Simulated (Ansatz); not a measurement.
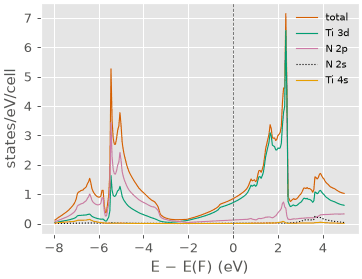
Figure. Total and projected density of states of TiN (rock salt, Fm-3m), DFT-PBE in the program Ansatz with PAW potentials

Problem. Which orbitals carry the states next to the Fermi level?

Solution. Within 0.5 eV of the Fermi level: Ti 3d 84 %, N 2p 13 %. Projections are on Löwdin-orthogonalised atomic valence shells; empty p or d shells of many metals are not among them.

Problem. Where is the tallest occupied peak in this window, and what makes it?

Solution. Near -5.4 eV, about 5.3 states/eV per cell; the largest projected share is N 2p.

The cell was relaxed with PBE under the symmetry of its start. The run is not spin-polarised. With an odd number of electrons in the cell and no spin polarisation, the count alone makes it a metal.

Potentials: the later of the program's two PAW sets.
